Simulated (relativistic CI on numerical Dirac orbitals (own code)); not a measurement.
# Relativistic CI calculation for Co⁴⁺

System: Co⁴⁺.
Method: Dirac-Coulomb-Breit CI, KLI orbitals optimised for each configuration, model QED (radiative potential, 1s self-energy scaled to tabulated hydrogen-like ionisation energies), valence Slater integrals scaled by 0.75, one configuration in a parametric crystal field (relativistic CI on numerical Dirac orbitals, in-house).

## Key numbers

- outcome: converged
- levels computed: 84
- hardware: 1 CPU thread, shared host

## The input
```
atom Co  Z=27  charge=4  electrons=23
nucleus A=59  rms_radius_fm=3.7875
hamiltonian dirac-coulomb  breit=on  qed=on  c_scale=1
orbitals kli  potential=per-configuration
slater_scale 0.75
correlation none
mixing on
configurations
  [Ar] 3d5
end
crystal_field Td 10Dq=-12600
```

The program writes its results to a structured record and prints no log; tables and figures of this report are taken from that record.

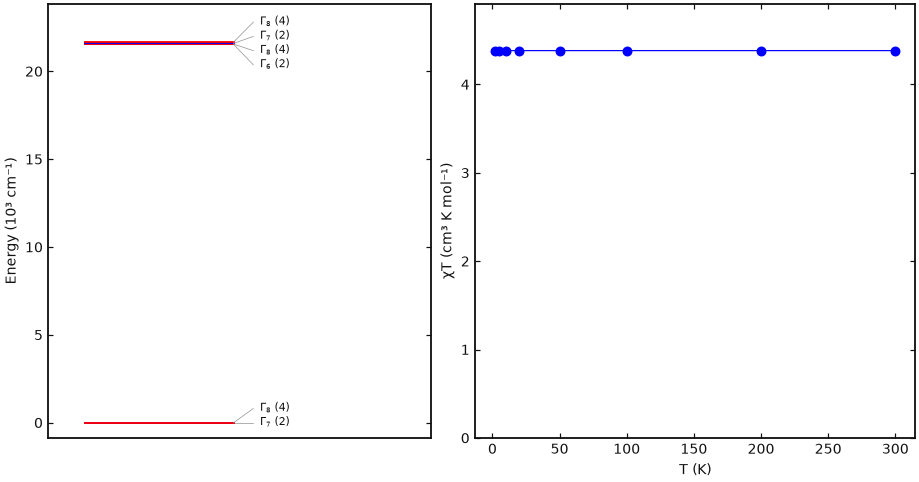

**Figure 1.** Crystal-field levels of Co⁴⁺ (3d⁵) in a cubic field. Labels give the double-group representation and, in brackets, the degeneracy; the lowest 6 of 84 levels are drawn. One open-shell configuration in a parametric field without covalency; powder susceptibility by Van Vleck's formula. Tetrahedral, |10Dq| = 12,600 cm⁻¹. The ground level is Γ₇, a Kramers doublet, with total spin S = 2.50 (from expectation values); its principal g values, for an effective spin of 1/2, are 3.34, 3.34 and 3.34. The next level lies at 0.016 cm⁻¹ (Γ₈). The field lowers the ground state by 7 cm⁻¹ against the free ion. χT is 4.38 cm³ K mol⁻¹ at 2 K, 4.38 at 50 K and 4.38 at 300 K, an effective moment of 5.92 μB at room temperature.
